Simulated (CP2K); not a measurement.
Consider cyanoallene at its PBE geometry (Å).

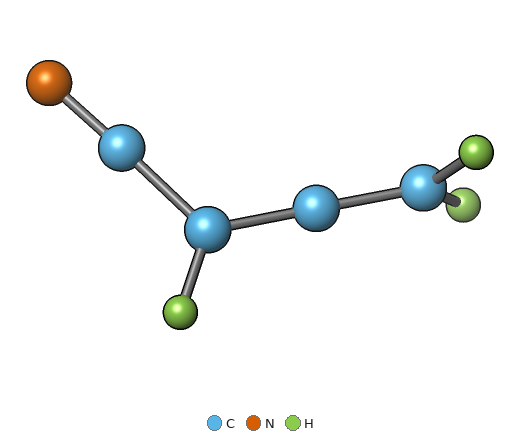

The molecule (carbon blue, nitrogen orange, hydrogen green).

```xyz
8

C    -1.6948    0.1714    0.0082
C    -0.4401   -0.1589   -0.1064
C     0.8307   -0.5000   -0.2245
C     1.8901    0.3227    0.2590
N     2.7795    0.9725    0.6457
H    -2.2009    0.7485   -0.7688
H    -2.2756   -0.1129    0.8883
H     1.1111   -1.4434   -0.7016
```

Method: CP2K XAS_TDP, all-electron GAPW, PBEh(45%), aug-cc-pVDZ, TDA, GW2X-corrected core level, no relativity.

Q: Predict the bright core excitations at the C K edge.

Leading lines: C1 287.69 eV, C2 286.95 eV, C3 287.96 eV and C4 288.69 eV. The leading line of an atom is its first one with 35 % of the strongest within 2.5 eV of its lowest line over the strength cut. Core ionisation energies at this level: C2 293.62, C3 293.71, C1 293.36 and C4 293.95 eV.

The first six lines of each atom with a strength over 0.0015:

```tsv
atom	energy (eV)	states	strength, one atom	above the computed threshold
C1 (bonded to C and 2 H)	287.69	1	0.0483	
	290.96	1	0.0034	
	291.94	1	0.0184	
	292.14	1	0.0037	
	292.61	1	0.0068	
	293.73	1	0.0066	yes
C2 (bonded to 2 C)	286.95	1	0.0588	
	287.66	1	0.0547	
	292.83	1	0.0035	
	293.99	1	0.0017	yes
	295.24	2	0.0057	yes
	295.42	1	0.0019	yes
C3 (bonded to 2 C and H)	287.96	1	0.0357	
	290.01	1	0.0033	
	291.41	1	0.0030	
	292.50	1	0.0072	
	292.89	1	0.0159	
	293.03	1	0.0041	
C4 (bonded to C and N)	288.69	1	0.0343	
	289.06	1	0.0529	
	291.50	1	0.0077	
	292.27	1	0.0292	
	294.02	1	0.0025	yes
	294.25	1	0.0022	yes
```

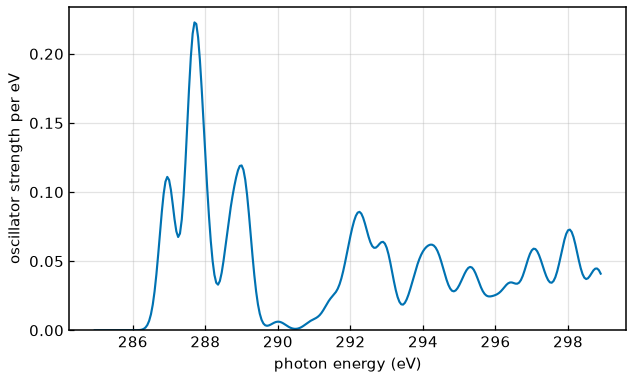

All atoms added, broadened by 0.5 eV.

Lines are vertical, at one geometry, with no vibrational structure. GW2X ionisation energies and lines can be off by 1 to 2 eV either way, and a good line position may hide errors that cancel. These values hold no scalar relativity, about 0.1 eV for C 1s. Rydberg lines, and the discretised continuum above threshold, depend on the basis and the box.

[Banner, clock and machine lines of the logs are left out without a mark of their own.]

[Logs are printed without paths, hosts, clocks, repeated set-up lines and the standing remarks that a program may print on its own settings, such as how far it seeks lower states.]

[Hosts, paths, dates, database ids (printed as entryN), source tags and the programs' standing remarks are cut or masked in the printed files.]
